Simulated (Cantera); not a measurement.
Charge: 1 mol NiS, a varied amount of H₂, 13 mol N₂, held at 1577 °C and 1000 Pa.

Method: chemical equilibrium by Gibbs-energy minimisation in Cantera with the NASA 1993 tables (ideal gas, pure condensed phases). Candidate condensed phases: Ni, NiS, NiS₂, Ni₃S₂, Ni₃S₄, S; 17 gas species. Rates play no part.

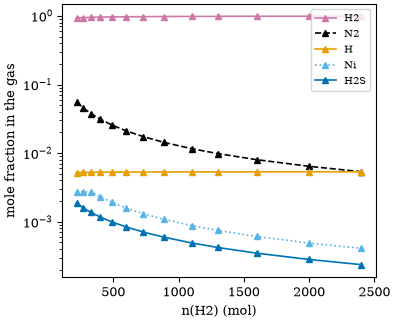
Equilibrium gas composition (values under 1e-9 drawn at 1e-9)

Read off the mole fractions at 1300 mol H₂.

H₂ about 0.98, N₂ about 0.0099, H about 0.0053, Ni about 0.00075, H₂S about 0.00042.
